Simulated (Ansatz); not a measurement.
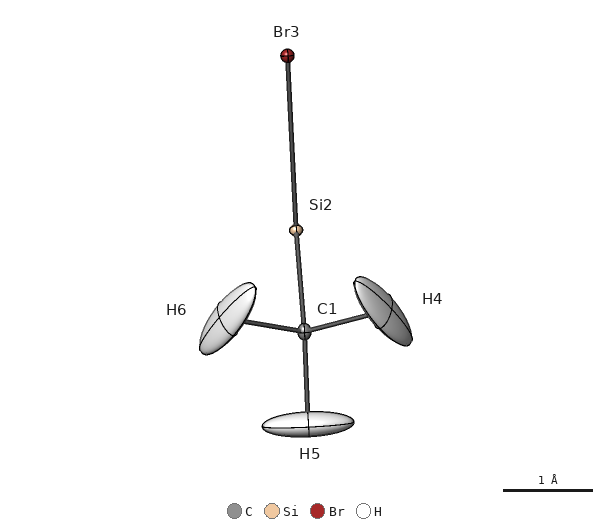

Displacement ellipsoids at the 50 % level, from the internal vibrations of the free molecule (harmonic, no overall translation or rotation; no half-axis is drawn under 0.075 Å). Vibrations computed with RKS PBE0-D4/def2-TZVP (Ansatz 0.2.0). Temperature: 100 K.

Give the displacement parameters, one line for each set of equivalent atoms.

| atom | U_eq (Å²) | rms amplitudes (Å) |
| --- | --- | --- |
| C1 | 0.0019 | 0.029, 0.033, 0.062 |
| Si2 | 0.00082 | 0.024, 0.027, 0.034 |
| Br3 | 0.00012 | 0.006, 0.007, 0.017 |
| H4, H6 | 0.0599 | 0.075, 0.156, 0.387 |
| H5 | 0.0468 | 0.092, 0.143, 0.334 |
